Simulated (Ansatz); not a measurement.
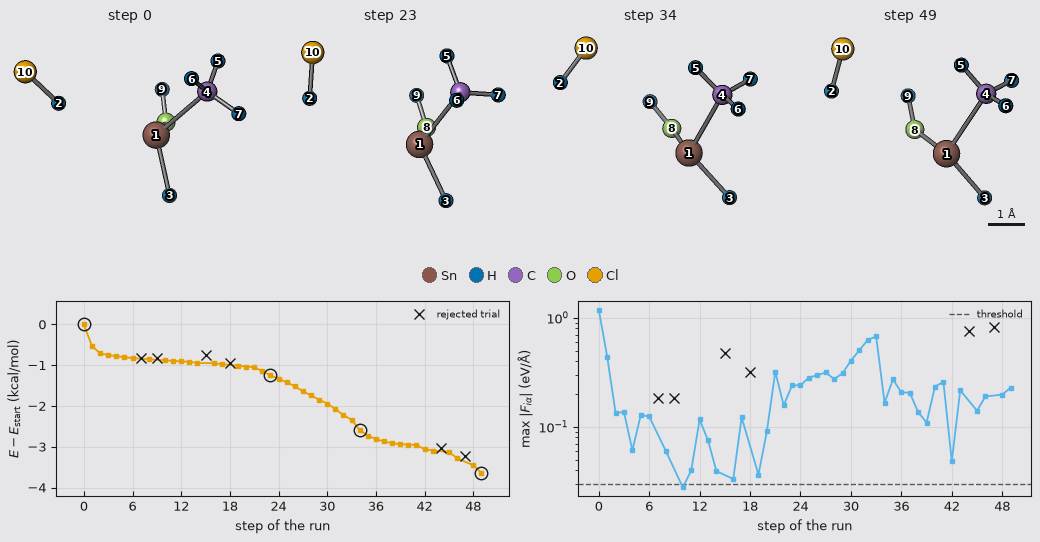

Frames of a relaxation of CH$_{6}$ClOSn (multiplicity 2), marked on the history of the run. Style: ball-and-stick. Shown from a free direction.

The run prepares an end point of a later path (reaction) calculation, from a guessed geometry.

The calculation used UKS BHLYP/def2-SVP (Ansatz 0.2.0). Set-up: collinear spin; force threshold 0.03 eV/Å; at most 50 steps.

**Describe the path.**

The relaxation stopped without meeting its thresholds, so the last structure isn't shown to be converged. It used up its limit of 50 steps. Over 43 accepted moves (49 points after the start) the energy falls by 3.63 kcal/mol. Largest force component: 1.2 eV/Å at the start, 0.23 eV/Å at the end. The line search rejected the trial steps at points 7, 9, 15, 18, 44, 47 of the run. The forces were under the threshold at step 10, but the run went on from there. The atom that moves furthest after the best rigid fit is Cl10 (1.52 Å). By element the largest moves are Cl 1.52 Å, H 1.42 Å, O 1.09 Å, Sn 0.69 Å, C 0.12 Å. Among the contacts that change: H2–Cl10 1.331 → 1.290 Å, Sn1–O8 1.987 → 1.996 Å, Sn1–H3 1.724 → 1.731 Å. Among the angles between lasting bonds that change: Sn1–O8–H9 115.5° → 112.4°. Groups turn about Sn1–C4 by about 40°, Sn1–O8 by about 30°. Cost: 2.7 min on 4 threads of Arm Neoverse V1, with other jobs on the host, peak memory 0.33 GiB. From step 0 to 23: H and Cl atoms move most (0.99 Å), energy −1.25 kcal/mol. From step 23 to 34: Cl10 moves most (0.87 Å), energy −1.34 kcal/mol. From step 34 to 49: H2 moves most (0.93 Å), energy −1.04 kcal/mol.

Limits of the set-up: the start holds two separate molecules, 2.9 Å apart at their closest, whose relative position is a soft coordinate and is computed without a dispersion correction.
